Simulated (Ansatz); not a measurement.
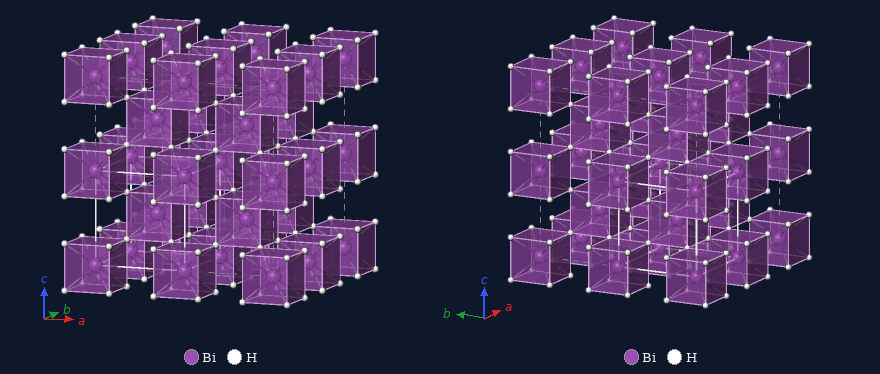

Polyhedra are drawn about Bi (bonds: Bi–H below 2.4 Å); other atoms are plain spheres. Two views of the same piece.

The compound is BiH₄ (space group Im-3m, No. 229), taken as the end point of a relaxation with Ansatz, DFT PBE, scalar-relativistic, plane waves, PAW; the starting structure was generated, so it need not be a known form of this composition.

What figure surrounds each Bi atom, and what does it share with the other drawn polyhedra?

Bi: BiH8 cube, sharing corners with eight neighbours.

How do these polyhedra hang together as a whole?

They form a three-dimensional framework of corner-sharing cubes.

How far apart are the centres of linked polyhedra?

Centre to centre across a shared corner: 4.24 Å.
